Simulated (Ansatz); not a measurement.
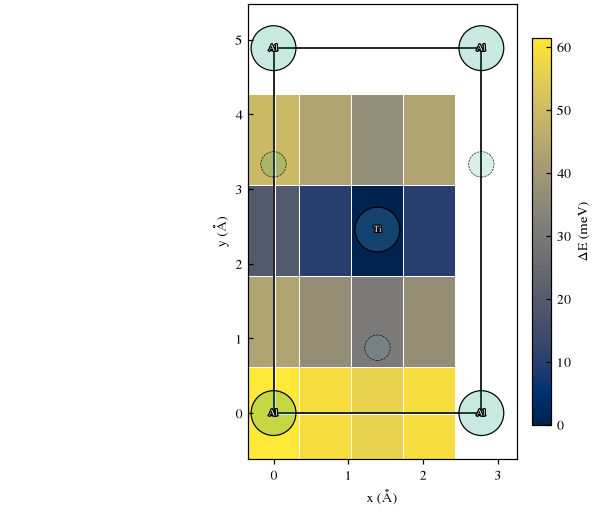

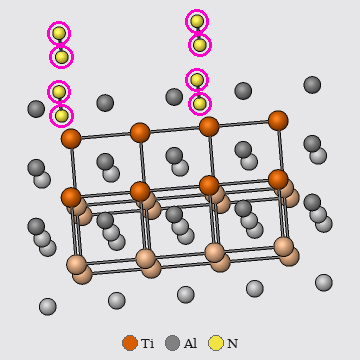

Energy landscape of N₂ on a TiAl(101) slab cut from the P4/mmm phase, its upper half relaxed before the scan (12 atoms of substrate and one adsorbate in a 2 × 1 cell). N2 is moved over the surface cell at a fixed height above a rigid substrate; the origin of the map has the adsorbate above Al11; the height is held at 3.60 Å. Places are given modulo a cell vector. The map is drawn in real space over the plane of the surface. The scan uses a 4 × 4 grid; 12 points were computed and 4 follow by symmetry. Places are given in fractions of the 1 × 1 surface cell. Energies: meV, counted from the lowest grid point. At a fixed height the lowest place need not be the adsorption site. Theory: Ansatz, DFT PBE+D3(BJ), scalar-relativistic, plane waves, PAW. Settings: cutoff 420 eV, k-mesh 5×6×1, gaussian smearing 0.1 eV, no spin polarisation.

The picture shows one coloured cell a grid point, labelled circles for the atoms of the top layer and small ones for the second layer, the outline of one cell of the plane. The second picture is the structure at the lowest point; rings mark the moved atoms.

Q: What does the map say about the system?

A: The lowest grid point is at the top site over a surface Ti atom, (2/4, 2/4) of the cell vectors. The highest grid point, the top site over a surface Al atom, (0/4, 0/4) of the cell vectors, lies 61.4 meV above the lowest.

Time for the 12 points that were run: 6.6 min on 4 threads of Arm Neoverse N1, with other jobs on the host.

PAW datasets: the set soft_1.
